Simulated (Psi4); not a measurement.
# SCAN/cc-pVDZ (sweep point 1) run of SiS (SMILES [Si-]#[S+])

What is the vertical ionisation energy of SiS at SCAN/cc-pVDZ (sweep point 1)? 

The results are computed with Psi4 1.11.

### 1 Starting point

SiS has 2 atoms, charge 0, and is taken as a singlet. SMILES: `[Si-]#[S+]`. Geometry: the measured bond length.

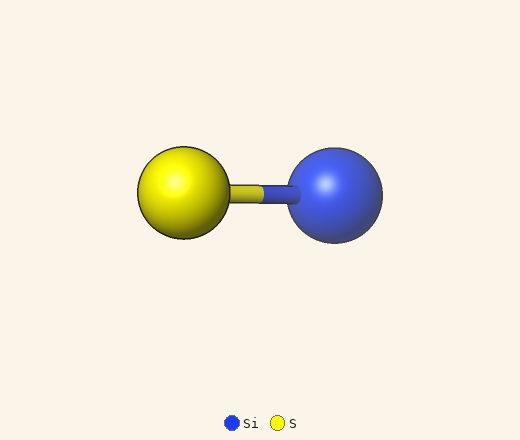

The structure, seen from a chosen angle (silicon blue, sulfur yellow).

### 2 The energy at SCAN/cc-pVDZ (sweep point 1)

The input, job.dat:

```
memory 1600 mb

molecule {
  Si     0.000000     0.000000     0.000000
  S      0.000000     0.000000     1.929321
  symmetry c1
}

set basis cc-pVDZ
set puream true
set scf_type pk
set dft_radial_points 99
set dft_spherical_points 590

energy_value, wavefunction = energy("scan", return_wfn=True)
```

Started as:

```bash
$ psi4 -n 1 job.dat job.out
```

job.out:

```text
[...]
  Running in c1 symmetry.
[...]
  Nuclear repulsion =   61.439073741528752
[...]
  Multiplicity = 1
[...]
  Nalpha       = 15
  Nbeta        = 15
[...]
    Number of basis functions: 36
[...]
   @RKS iter   1:  -687.65501464959596   -1.97585e-01   9.72034e-03 DIIS/ADIIS
[...]
   @RKS iter   8:  -687.74011612670085   -4.63774e-08   3.05531e-07 DIIS
[...]
    Orbital Energies [Eh]
    ---------------------
    Doubly Occupied:
       1A    -88.537749     2A    -65.909286     3A     -7.854874
       4A     -5.797541     5A     -5.797541     6A     -5.797436
       7A     -5.254759     8A     -3.600096     9A     -3.600096
      10A     -3.594509    11A     -0.683828    12A     -0.410710
      13A     -0.273918    14A     -0.273918    15A     -0.263774
[...]
  @RKS Final Energy:  -687.74011612670085
   => Energetics <=
    Nuclear Repulsion Energy =             61.4390737415287518
    One-Electron Energy =               -1073.5106936157681048
    Two-Electron Energy =                 370.9362583726097000
    DFT Exchange-Correlation Energy =     -46.6047546250712372
    Empirical Dispersion Energy =           0.0000000000000000
    VV10 Nonlocal Energy =                  0.0000000000000000
    Total Energy =                       -687.7401161267008547
[...]
 Multipole Moments:
 ------------------------------------------------------------------------------------
     Multipole            Electronic (a.u.)      Nuclear  (a.u.)        Total (a.u.)
 ------------------------------------------------------------------------------------
 L = 1.  Multiply by 2.5417464519 to convert [e a0] to [Debye]
 Dipole X            :          0.0000000            0.0000000            0.0000000
 Dipole Y            :         -0.0000000            0.0000000           -0.0000000
 Dipole Z            :         -0.6150767            0.0013275           -0.6137492
 Magnitude           :                                                    0.6137492
[...]
```

Wall time 5.7 s (1 thread of Intel Xeon Platinum 8375C at 2.90GHz (Ice Lake), shared host); peak memory 0.57 GiB.

### 3 The doublet cation

The input, input.dat:

```
memory 1600 MB

molecule molecule1 {
  1 2
  Si     0.000000     0.000000     0.000000
  S      0.000000     0.000000     1.929321
  symmetry c1
}

set {
  basis                cc-pVDZ
  reference            uks
  puream               true
  scf_type             pk
  dft_radial_points    99
  dft_spherical_points 590
  maxiter              150
}

energy("scan")
```

Started as:

```bash
$ psi4 input.dat output.dat -n 1
```

output.dat:

```text
[...]
  Running in c1 symmetry.
[...]
  Nuclear repulsion =   61.439073741528752
[...]
  Multiplicity = 2
[...]
  Nalpha       = 15
  Nbeta        = 14
[...]
    Number of basis functions: 36
[...]
   @UKS iter   1:  -687.27903402569427    1.78395e-01   8.66763e-03 DIIS/ADIIS
[...]
   @UKS iter  10:  -687.35820738354926   -2.49690e-09   1.34632e-07 DIIS
[...]
   @S^2 Observed:                7.615073997E-01
[...]
    Orbital Energies [Eh]
    ---------------------
    Alpha Occupied:
       1A    -88.840391     2A    -66.240364     3A     -8.153081
       4A     -6.103924     5A     -6.093333     6A     -6.093333
       7A     -5.579671     8A     -3.925297     9A     -3.923987
      10A     -3.923987    11A     -0.971801    12A     -0.704056
      13A     -0.572124    14A     -0.535265    15A     -0.535265
    Alpha Virtual:
      16A     -0.376231    17A     -0.376231    18A     -0.208942
      19A     -0.046697    20A      0.007323    21A      0.007323
      22A      0.045486    23A      0.048736    24A      0.048787
      25A      0.098800    26A      0.098800    27A      0.154283
[...]
  @UKS Final Energy:  -687.35820738354926
   => Energetics <=
    Nuclear Repulsion Energy =             61.4390737415287518
    One-Electron Energy =               -1064.5262576862360220
    Two-Electron Energy =                 362.0339789304201759
    DFT Exchange-Correlation Energy =     -46.3050023692621338
    Empirical Dispersion Energy =           0.0000000000000000
    VV10 Nonlocal Energy =                  0.0000000000000000
    Total Energy =                       -687.3582073835492565
[...]
 Multipole Moments:
 ------------------------------------------------------------------------------------
     Multipole            Electronic (a.u.)      Nuclear  (a.u.)        Total (a.u.)
 ------------------------------------------------------------------------------------
 L = 1.  Multiply by 2.5417464519 to convert [e a0] to [Debye]
 Dipole X            :         -0.0000000            0.0000000           -0.0000000
 Dipole Y            :         -0.0000000            0.0000000           -0.0000000
 Dipole Z            :         -1.4622572            0.0013275           -1.4609297
 Magnitude           :                                                    1.4609297
[...]
```

It took 7.5 s on 1 thread of Intel Xeon Platinum 8375C at 2.90GHz (Ice Lake), shared host; peak memory 0.57 GiB.

### 4 Summary of results

At SCAN/cc-pVDZ (sweep point 1):

| quantity | value |
| --- | --- |
| singlet SiS: total energy | -687.74012 Eh |
| singlet SiS: dipole moment | 1.56 D |
| singlet SiS: HOMO energy | -7.18 eV |
| singlet SiS: LUMO energy | -2.97 eV |
| singlet SiS: HOMO–LUMO gap | 4.21 eV |
| doublet cation: total energy | -687.35821 Eh |
| doublet cation: HOMO energy (highest over α and β) | -14.44 eV |
| doublet cation: LUMO energy (lowest over α and β) | -13.43 eV |
| doublet cation: ⟨S²⟩ | 0.762 |
| vertical ionisation energy (to the doublet cation) | 10.392 eV |

**Reading.** Removing an electron at fixed nuclei costs 10.39 eV (240 kcal/mol). −ε(HOMO) before ionisation, 7.18 eV, is 3.21 eV below this ionisation energy.
